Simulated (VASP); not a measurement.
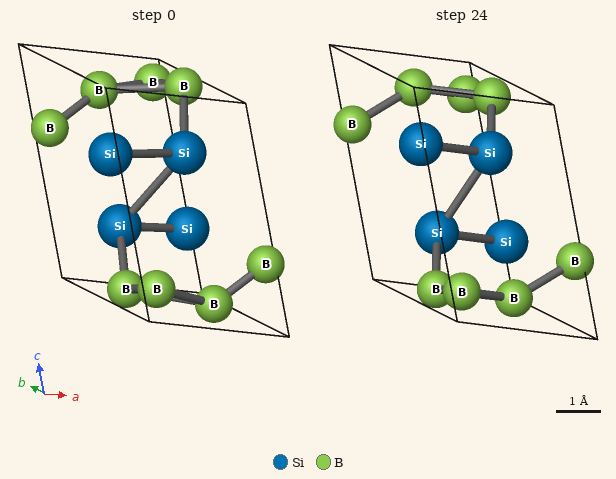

The structure of a crystal of SiB$_{2}$ (a generated structure, set up in P1) before (left) and after (right) a relaxation, at one scale.

Style: ball-and-stick. Shown: the cell of the calculation, reduced to other axes, slightly off an axis. Lengths and directions refer to the drawn axes.

The run lets cell and atoms move.

Theory: Kohn-Sham DFT of a periodic cell, PBE, VASP PAW PBE potentials, recommended (VASP).

Input
```
SYSTEM = SiB2
PREC = Normal
ENCUT = 520
EDIFF = 1E-5
ISMEAR = 0
SIGMA = 0.15
LREAL = Auto
LASPH = .TRUE.
NELM = 80
ALGO = Fast
ISIF = 3
LWAVE = .FALSE.
LCHARG = .FALSE.
GGA = PE
IBRION = 2
NSW = 110
EDIFFG = -0.03
ISYM = 0
KPAR = 2
```

Command:
```bash
cat potpaw_PBE.64/Si/POTCAR potpaw_PBE.64/B/POTCAR > POTCAR
mpirun -np 2 vasp_std > vasp.out
```

Question: Summarise the run.

Answer: The energy falls by 281 meV per atom in 24 geometry steps. The largest force component goes from 5 to 0.018 eV/Å. Pressure: 12.95 GPa at the start and 0.05 GPa at the end. The largest move relative to the cell is that of a Si atom, 0.33 Å along [3 0 −2]. By element the largest moves are Si 0.33 Å, B 0.31 Å. Cell: a 4.745 → 4.814 Å (+1.5 %), b 5.603 → 5.608 Å (+0.1 %), c 5.713 → 5.718 Å (+0.1 %), α 60.7° → 61.6°, β 89.3° → 90.0°, γ 65.9° → 64.6°. Volume +0.9 %. Some distances before and after: Si–Si 3.060 → 3.410 Å, B–Si 2.527 → 2.204 Å, B–Si 2.436 → 2.131 Å, B–Si 2.493 → 2.199 Å. Bond angles that change, for instance: Si–B–B 136.1° → 155.3°, Si–Si–B 158.0° → 138.9°, Si–B–B 126.8° → 107.8°. Within 0.06 Å the space group is P1 at the start and C2/m at the end; at a tighter tolerance small leftover displacements or strains of the cell lower it.
